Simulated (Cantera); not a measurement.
Feed: 1 mol HMDSO, 0.19 mol O3, 17 mol H2, 1.7 mol NO, equilibrated at 410 Pa.

These are equilibrium values from Cantera (NASA tables, ideal gas, pure condensed phases), not measurements of a reactor. Candidate condensed phases: C, C6H6, C7H8, C8H18, H2O, Si, SiC, SiO2, Si2N2O, Si3N4; 151 gas species. The feed counts by its element totals alone. Mutual solubility and eutectic melting of coexisting phases are not modelled. The tables hold silica as quartz up to 1696 K and as liquid above; real silica turns to tridymite and cristobalite and melts near 1996 K. The numbers say what is thermodynamically allowed, not how fast it happens.

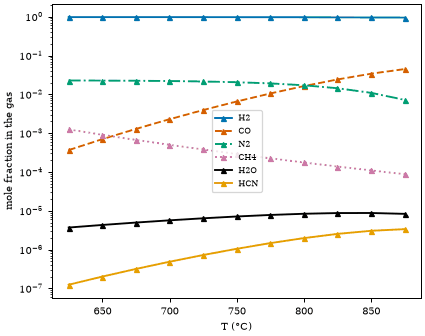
Figure: Equilibrium gas composition (values under 1e-9 drawn at 1e-9)

From 625 °C to 875 °C the condensed part is C(graphite) + SiO2(β-quartz) + Si2N2O(s).
